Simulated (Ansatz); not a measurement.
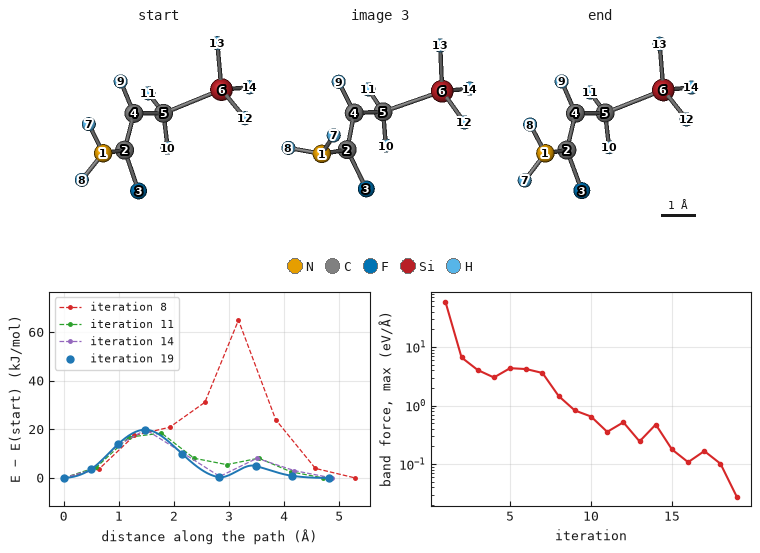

A nudged-elastic-band calculation for C3H8FNSi. Images are numbered from 0 (start) to 8 (end). The plot follows the band through its iterations. The picture is a ball-and-stick view, seen from a free direction.

Method: RKS B3LYP-D4/def2-SVP (Ansatz 0.2.0). Settings: 7 movable images; climbing image; force threshold 0.05 eV/Å; iteration limit 60; starting path through a guess of the saddle point.

Q: How did the profile develop, and is the result final?

A: The run is converged, with reservations. The band converged in 19 iterations. The largest component of the band force went from 60 to 0.028 eV/Å. The climbing image converged on the top of the path. Its vibrational analysis gives one imaginary mode (319i cm⁻¹), as a transition state must have. The first iteration put the highest image at 1387.4 kJ/mol. The barrier is about 19.8 kJ/mol in both directions, with image 3 at the top; the ends have the same energy. The profile has 2 maxima (images 3, 6) with a dip at image 5 (+0.3 kJ/mol), so the process runs in steps.
